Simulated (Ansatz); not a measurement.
```yaml
crystal:
  lattice:
    - [3.75365, 0.00000, 0.00000]
    - [-1.87682, 3.25076, 0.00000]
    - [0.00000, 0.00000, 9.17036]
  atoms:
    - { symbol: Sc, position: [0.00000, 0.00000, 0.00000] }
    - { symbol: Al, position: [0.33333, 0.66667, 0.66456] }
    - { symbol: Al, position: [0.66667, 0.33333, 0.33544] }
    - { symbol: As, position: [0.33333, 0.66667, 0.17903] }
    - { symbol: As, position: [0.66667, 0.33333, 0.82097] }
    - { symbol: As, position: [0.00000, 0.00000, 0.50000] }
```

Space group P-3m1; a structure from a database of computed crystals, not necessarily the ambient phase; started from the CaSm2S3-164 prototype, which need not be the ambient phase.

Theory: DFT, PBEsol, plane waves, PAW in Ansatz.

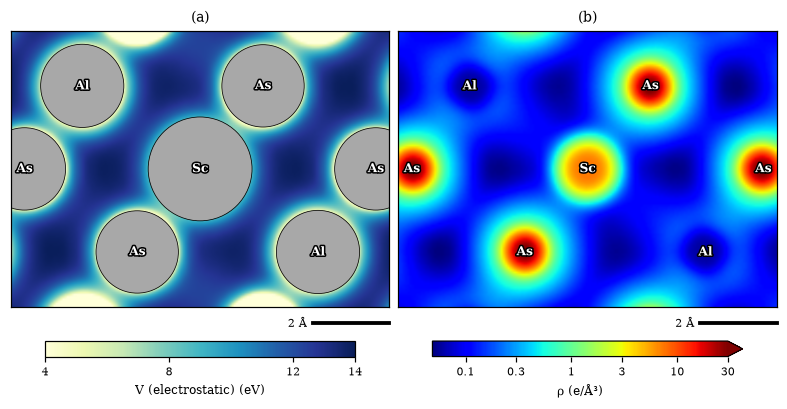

ScAl2As3. (a) electrostatic potential energy of an electron; (b) valence electron density on the (110) plane of the conventional cell. Grey discs cover the atomic cores in the potential map.

**What do the fields say about this system?**

The plane passes through Sc, Al and As nuclei. Sc–As (2.72 Å): ρ at the midpoint is about 0.29 e/Å³. Al–As (2.64 Å): ρ at the midpoint is about 0.33 e/Å³. Between the atoms the lowest density in this plane is 0.05 e/Å³. Outside the cores the potential energy rises away from the atoms and is highest about 2.2 Å from the nearest atoms; its zero is arbitrary.
